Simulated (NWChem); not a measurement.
# One shape, several levels: [HF2]− (SMILES F[H-]F)

Wanted: a comparison of 5 runs (HF/def2-SVP, HF/aug-cc-pVDZ, PBE0/def2-SVP, CAM-B3LYP/pcseg-2, MP2/6-311G**) of [HF2]−. 

Program for the calculation: NWChem 7.3.0.

**1. The system as given**

[HF2]− has 3 atoms, charge -1, and is taken as a singlet. As SMILES, `F[H-]F`. The coordinates come from a PBE0-D4/def2-TZVPD relaxation.

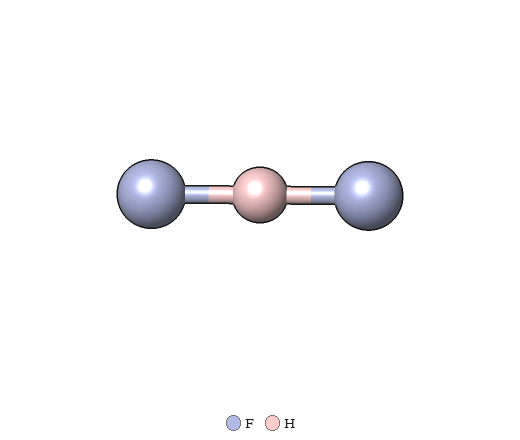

The structure, seen from a chosen angle (fluorine light blue, hydrogen pink).

**2. Energy and gradient at HF/def2-SVP (run 1)**

The input, sp.nw:

```
start sp
memory stack 880 mb heap 220 mb global 1100 mb
charge -1

geometry noautosym nocenter noautoz
  F    -0.973200    0.344400   -0.491000
  H     0.000000    0.000000    0.000000
  F     0.973200   -0.344400    0.491000
end

basis "ao basis" spherical bse
  F library def2-SVP
  H library def2-SVP
end

scf
  singlet
  rhf
  thresh 1e-08
  maxiter 80
end

task scf gradient
```

Launch:

```bash
$ nwchem sp.nw > sp.out
```

Output:

```text
[...]
  functions       =    33
[...]
  wavefunction    = RHF
[...]
         Total SCF energy =   -199.301103545813
      One-electron energy =   -341.052624579651
      Two-electron energy =    114.671393455446
 Nuclear repulsion energy =     27.080127578391
        Time for solution =      0.8s
[...]
                         RHF ENERGY GRADIENTS
    atom               coordinates                        gradient
                 x          y          z           x          y          z
   1 F      -1.839081   0.650822  -0.927855   -0.009518   0.003368  -0.004802
   2 H       0.000000   0.000000   0.000000   -0.000000   0.000000  -0.000000
   3 F       1.839081  -0.650822   0.927855    0.009518  -0.003368   0.004802
[...]
```

Wall time 1.5 s (1 thread of Intel Xeon Platinum 8259CL at 2.50GHz (Skylake/Cascade Lake), shared host); peak memory 0.099 GiB.

**3. Energy and forces at HF/aug-cc-pVDZ (run 2)**

The input, input.xyz:

```xyz
3

F     -0.973200     0.344400    -0.491000
H      0.000000     0.000000     0.000000
F      0.973200    -0.344400     0.491000
```

The input, run.py:

```python
from ase.io import read
from ase.calculators.nwchem import NWChem

atoms = read('input.xyz')

calc = NWChem(
    label='input',
    theory='scf',
    memory='2200 mb',
    basis='aug-cc-pVDZ',
    basispar='spherical bse',
    charge=-1,
    scf={'nopen': '0', 'rhf': None, 'thresh': '1e-08', 'maxiter': '80', 'print': 'low'},
)
atoms.calc = calc

forces = atoms.get_forces()
e = atoms.get_potential_energy()
print(f"E = {e:.6f} eV")
print("forces (eV/A):")
for s, f in zip(atoms.symbols, forces):
    print(f"{s:2s} {f[0]:10.5f} {f[1]:10.5f} {f[2]:10.5f}")
```

Launch:

```bash
$ export ASE_NWCHEM_COMMAND="nwchem PREFIX.nwi > PREFIX.nwo"
$ python run.py
```

Output:

```text
E = -5429.381488 eV
forces (eV/A):
F     0.36273   -0.12835    0.18301
H     0.00000   -0.00000    0.00000
F    -0.36273    0.12835   -0.18301
```

The calculator wrote input.nwi:

```
title "input"

permanent_dir input

scratch_dir input

start input

geometry units angstrom nocenter noautosym noautoz
  F  -9.7319999999999995e-01 3.4439999999999998e-01 -4.9099999999999999e-01
  H  0.0000000000000000e+00 0.0000000000000000e+00 0.0000000000000000e+00
  F  9.7319999999999995e-01 -3.4439999999999998e-01 4.9099999999999999e-01
end

charge -1

memory 2200 mb

basis spherical bse noprint
   * library aug-cc-pVDZ
end

scf
  nopen 0
  rhf
  thresh 1e-08
  maxiter 80
  print low
end

task scf gradient
```

input.nwo:

```text
Northwest Computational Chemistry Package (NWChem) 7.3.0
             --------------------------------------------------------

           Job information
           ---------------

    nwchem branch   = 7.3.0
    use scalapack   = T
    input           = input.nwi
    prefix          = input.
    data base       = input/input.db
    status          = startup
    nproc           =        1

           Memory information
           ------------------

    heap     =     72089598 doubles =      550.0 Mbytes
    stack    =     72089595 doubles =      550.0 Mbytes
    global   =    144179200 doubles =     1100.0 Mbytes (distinct from heap & stack)
    total    =    288358393 doubles =     2200.0 Mbytes
    verify   = yes
    hardfail = no

[... 34 lines left out ...]
            Nuclear Dipole moment (a.u.)
[... 30 lines left out ...]
 Forming initial guess at       0.0s

 Starting SCF solution at       0.2s

       Final RHF  results
       ------------------

         Total SCF energy =   -199.526091157087
      One-electron energy =   -340.312675452273
      Two-electron energy =    113.706456716795
 Nuclear repulsion energy =     27.080127578391

        Time for solution =      3.1s

                              NWChem Gradients Module
                              -----------------------

                         RHF ENERGY GRADIENTS

    atom               coordinates                        gradient
                 x          y          z           x          y          z
   1 F      -1.839081   0.650822  -0.927855   -0.007054   0.002496  -0.003559
   2 H       0.000000   0.000000   0.000000   -0.000000   0.000000  -0.000000
   3 F       1.839081  -0.650822   0.927855    0.007054  -0.002496   0.003559

 Task  times  cpu:        4.0s     wall:        4.0s
 Total times  cpu:        4.0s     wall:        4.0s
```

Wall time 5.4 s (1 thread of Intel Xeon Platinum 8259CL at 2.50GHz (Skylake/Cascade Lake), shared host); peak memory 0.1 GiB.

Run 3 isn't shown in full; the table further down has it.

**4. Energy and gradient at CAM-B3LYP/pcseg-2 (run 4)**

The input, nw.nw:

```
start nw
title "F2H"
memory total 2200 mb
charge -1

geometry units bohr noautosym nocenter noautoz
 F     -1.83908146     0.65082168    -0.92785553
 H      0.00000000     0.00000000     0.00000000
 F      1.83908146    -0.65082168     0.92785553
end

basis spherical bse
 F library pcseg-2
 H library pcseg-2
end

dft
 xc xcamb88 1.00 lyp 0.81 vwn_5 0.19 hfexch 1.00
 cam 0.33 cam_alpha 0.19 cam_beta 0.46
 grid xfine
 convergence energy 1e-08
 direct
 iterations 100
 mulliken
 noprint "final vectors analysis"
end

task dft gradient
```

Launch:

```bash
$ nwchem nw.nw > nw.out
```

Output:

```text
[...]
          Wavefunction type:  closed shell.
          No. of atoms     :     3
          No. of electrons :    20
[...]
          Charge           :    -1
          Spin multiplicity:     1
[...]
          AO basis - number of functions:    74
[...]
              XC Information
              --------------
                     Hartree-Fock (Exact) Exchange  1.000
                   CAM-Becke88 Exchange Functional  1.000
                      VWN V Correlation Functional  0.190 local
              Lee-Yang-Parr Correlation Functional  0.810
[...]
 d= 0,ls=0.0,diis     1   -200.3146200098 -2.27D+02  7.97D-03  1.78D+00     3.0
[...]
 d= 0,ls=0.0,diis     7   -200.4122055106 -5.38D-09  2.16D-07  9.30D-11    20.9
         Total DFT energy =     -200.412205510597
      One electron energy =     -340.426776043698
           Coulomb energy =      134.451813769731
    Exchange-Corr. energy =      -21.517368888093
 Nuclear repulsion energy =       27.080125651462
[...]
      Total Density - Mulliken Population Analysis
     ---------------------------------------------
    Atom       Charge   Shell Charges
 -----------   ------   -------------------------------------------------------
    1 F    9     9.71   2.00  0.64  0.90  0.41  2.40  2.18  1.18  0.00  0.00  0.00
    2 H    1     0.58   0.30  0.17  0.01  0.02  0.08  0.01
    3 F    9     9.71   2.00  0.64  0.90  0.41  2.40  2.18  1.18  0.00  0.00  0.00
[...]
  wavefunction    = closed shell
[...]
                         DFT ENERGY GRADIENTS
    atom               coordinates                        gradient
                 x          y          z           x          y          z
   1 F      -1.839081   0.650822  -0.927856    0.000465  -0.000165   0.000235
   2 H       0.000000   0.000000   0.000000    0.000000  -0.000000   0.000000
   3 F       1.839081  -0.650822   0.927856   -0.000465   0.000165  -0.000235
[...]
```

It took 35 s on 1 thread of Intel Xeon Platinum 8259CL at 2.50GHz (Skylake/Cascade Lake), shared host; peak memory 0.12 GiB.

**5. Energy and forces at MP2/6-311G(d,p) (run 5)**

The input, f2h.nw:

```
start f2h
memory total 2200 mb
charge -1
geometry noautosym nocenter noautoz
  F    -0.973200    0.344400   -0.491000
  H     0.000000    0.000000    0.000000
  F     0.973200   -0.344400    0.491000
end
basis spherical bse
  * library 6-311G**
end
scf
  thresh 1e-08
  maxiter 80
end
mp2
  freeze core 2
  tight
end
task mp2 gradient
```

Launch:

```bash
$ nwchem f2h.nw > f2h.out
```

Output:

```text
[...]
  functions       =    42
[...]
  wavefunction    = RHF
[...]
         Total SCF energy =   -199.531112360614
      One-electron energy =   -341.230054683964
      Two-electron energy =    114.618814744958
 Nuclear repulsion energy =     27.080127578391
        Time for solution =      1.0s
[...]
          Total MP2 energy          -199.972989371165
[...]
                         mp2 ENERGY GRADIENTS
    atom               coordinates                        gradient
                 x          y          z           x          y          z
   1 F      -1.839081   0.650822  -0.927855   -0.005575   0.001973  -0.002813
   2 H       0.000000   0.000000   0.000000    0.000000  -0.000000  -0.000000
   3 F       1.839081  -0.650822   0.927855    0.005575  -0.001973   0.002813
[...]
```

It took 3.3 s on 1 thread of Intel Xeon Platinum 8259CL at 2.50GHz (Skylake/Cascade Lake), shared host; peak memory 0.11 GiB.

**6. Overview of the runs**

```csv
run,level,iteration cap,module,energy (Eh),HOMO energy (eV),LUMO energy (eV),HOMO–LUMO gap (eV),wall time
1,HF/def2-SVP,80,scf,-199.301104,-6.38,15.89,22.27,1.5 s
2,HF/aug-cc-pVDZ,80,scf,-199.526091,–,–,–,5.4 s
3,PBE0/def2-SVP,100,dft,-199.959382,-0.86,12.73,13.58,4.2 s
4,CAM-B3LYP/pcseg-2,100,dft,-200.412206,–,–,–,35 s
5,MP2/6-311G**,80,mp2,-199.972989,-6.64,13.72,20.36,3.3 s
```

**7. What came out**

```
                                                    quantity          value
                                         run 5: total energy  -199.97299 Eh
                  run 5: HOMO energy (Hartree–Fock orbitals)       -6.64 eV
                  run 5: LUMO energy (Hartree–Fock orbitals)       13.72 eV
run 5: HOMO–LUMO gap (to an unbound level, set by the basis)       20.36 eV
          run 5: correlation energy (2 core orbitals frozen)     -441.9 mEh
                             run 5: largest force on an atom     0.337 eV/Å
```

What this shows: Totals of different functionals can't be ranked against each other. All runs together took 50 s, the longest 35 s.
